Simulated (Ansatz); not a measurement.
**Strength of the Si–H bond: C2H8O2Si → C2H7O2Si + H**

Species: C2H8O2Si `CO[SiH](C)O`, singlet; C2H7O2Si `CO[Si](C)O`, doublet; H atom, doublet. 

Shapes, held fixed at every level: PBE0-D4/def2-TZVP. Flexible molecules stand in one conformer, not always the lowest. Programs: Ansatz 0.2.0. Electronic energies: no zero-point or thermal term.

```csv
level,kind,ΔE (kJ/mol),less CCSD(T)/CBS estimate
HF/def2-TZVPP,Hartree–Fock,+338.2,-83.1
PBE-D4/def2-TZVPP,GGA,+387.2,-34.1
r2SCAN-D4/def2-TZVPP,meta-GGA,+396.8,-24.5
PBE0-D4/def2-TZVPP,global hybrid,+396.3,-25.0
B2PLYP/def2-TZVPP,double hybrid,+409.9,-11.4
MP2/def2-TZVPP,perturbation theory,+405.6,-15.7
CCSD/def2-TZVPP,coupled cluster or CI,+416.5,-4.8
CCSD(T)/CBS estimate,coupled cluster or CI,+421.3,0.0
```

The highest level, CCSD(T)/CBS estimate, gives ΔE = +421.3 kJ/mol; the levels span +338.2 to +421.3. The column of differences is taken from that level and isn't an error. Hartree–Fock misses the correlation of the pair that is broken and comes out low. No measured value is set beside it here. Open shells run unrestricted unless RO is named. The CBS estimate extrapolates MP2 from def2-TZVPP and def2-QZVPP and adds CCSD(T) − MP2 in the triple-zeta set, cores frozen.

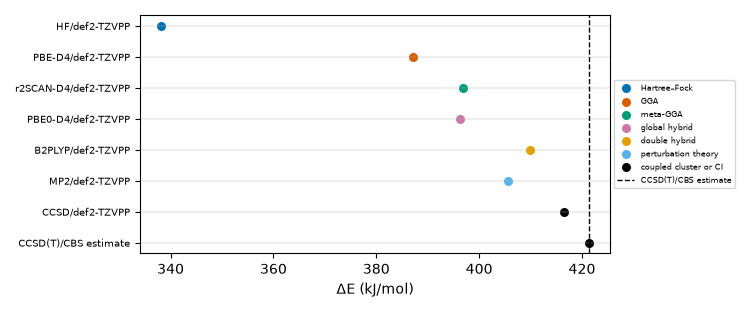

The values of the table, level by level.
